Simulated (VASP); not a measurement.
Band structure of TaZr$_{3}$C$_{4}$ (ordered alloy cell). Calculation: PBEsol GGA, VASP's PBE PAW potentials (set 64) (plane waves; VASP).

Unless said otherwise, spin-orbit coupling is left out, though it shifts the bands of the heavy elements here.

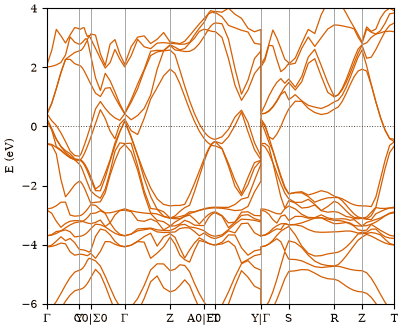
*Bands along high-symmetry lines, zero at the valence-band maximum or, without a gap, the Fermi level*

Q: Read the plot: is there a gap, and where are the band edges?

A: It has no gap at this level: it comes out as a metal or semimetal. (Edges off the drawn lines would not show.)

The structure was generated: TaZr3C4 was put into an ordered model structure (Cmmm), which need not be its known phase. It was relaxed first. The electron count is odd and the run is not spin-polarised, which forces a metal.
